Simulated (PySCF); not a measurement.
Dissociation curve of AlH, singlet.

UCCSD(T) = CCSD(T) on UHF/cc-pVDZ, 5 core orbitals frozen in PySCF; RCCSD = PySCF 2.14.0 with CCSD on RHF/cc-pVDZ, 5 core orbitals frozen; RMP2 = MP2 on RHF/cc-pVDZ, 5 core orbitals frozen in PySCF.

Energies are in kcal/mol, each relative to the lowest point of its own curve near equilibrium.

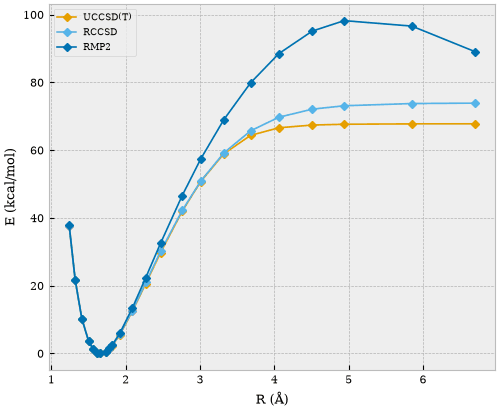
*Energy against bond length for each method.*

| R / Å | UCCSD(T) | RCCSD | RMP2 |
|---|---|---|---|
| 1.24 | 37.7 | 37.6 | 37.8 |
| 1.32 | 21.7 | 21.7 | 21.8 |
| 1.41 | 10.3 | 10.2 | 10.3 |
| 1.50 | 3.7 | 3.7 | 3.7 |
| 1.56 | 1.4 | 1.3 | 1.3 |
| 1.62 | 0.2 | 0.2 | 0.2 |
| 1.66 | 0.0 | 0.0 | 0.0 |
| 1.73 | 0.5 | 0.5 | 0.6 |
| 1.78 | 1.4 | 1.4 | 1.5 |
| 1.82 | 2.3 | 2.4 | 2.5 |
| 1.92 | 5.5 | 5.6 | 5.9 |
| 2.09 | 12.4 | 12.6 | 13.4 |
| 2.27 | 20.6 | 20.9 | 22.4 |
| 2.47 | 29.8 | 30.1 | 32.6 |
| 2.76 | 42.0 | 42.2 | 46.6 |
| 3.01 | 50.8 | 50.9 | 57.4 |
| 3.32 | 58.9 | 59.2 | 69.0 |
| 3.68 | 64.4 | 65.7 | 79.9 |
| 4.06 | 66.6 | 69.7 | 88.5 |
| 4.51 | 67.4 | 72.1 | 95.2 |
| 4.94 | 67.7 | 73.1 | 98.2 |
| 5.85 | 67.8 | 73.8 | 96.6 |
| 6.70 | 67.8 | 73.9 | 89.1 |

At the longest distance, 6.70 Å, RMP2 lies highest above its minimum (89.1 kcal/mol) and UCCSD(T) lowest (67.8 kcal/mol).

The RMP2 curve passes through a maximum at 4.94 Å and then falls by 9.1 kcal/mol up to the last usable point.

The unrestricted determinant behind UCCSD(T) is spin-contaminated at 1.24 to 1.92, 2.47 to 6.70 Å (<S²> up to 1.0, against 0.00 for a pure singlet). The T1 diagnostic of CCSD on the restricted reference of RCCSD, RMP2 exceeds 0.045 at 2.76 to 6.70 Å. The restricted form behind RMP2 keeps the bonding electrons paired and can't separate into open-shell fragments.
